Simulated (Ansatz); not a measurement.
## Profile along the Sn–O line in SnO (litharge type, space group P4/nmm)

SnO (litharge type, space group P4/nmm)

```xyz
4
Lattice="3.7701 0.0000 0.0000 0.0000 3.7701 0.0000 0.0000 0.0000 4.5599" Properties=species:S:1:pos:R:3 pbc="T T T"
Sn     1.8850     0.0000     1.1558
Sn     0.0000     1.8850     3.4040
O      0.0000     0.0000     0.0000
O      1.8850     1.8850     0.0000
```

Fields along a shortest Sn–O line of a (010) plane (2.21 Å), from Sn to O, interpolated on the slice's grid (step about 0.1 Å). These are PBEsol-D3(BJ) (plane waves to 420 eV, PAW, scalar-relativistic; Ansatz, a program for electronic structure) values and carry that method's errors. k mesh 12×12×10. Near the nuclei the fields are pseudised (PAW); where an atom keeps semicore shells as valence, they peak there. SnO was relaxed with its symmetry unable to fall.

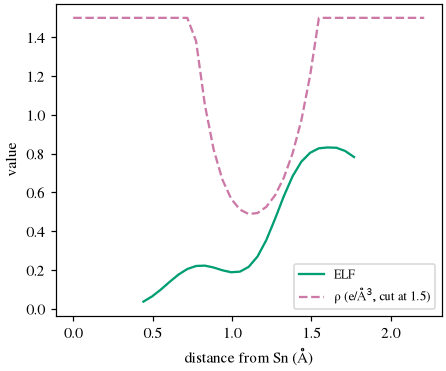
Figure: ELF (away from the nuclei) and valence density from Sn to O.

Density on the Sn–O line (2.21 Å) at its midpoint: 0.49 e/Å³. ELF at that point: 0.2.
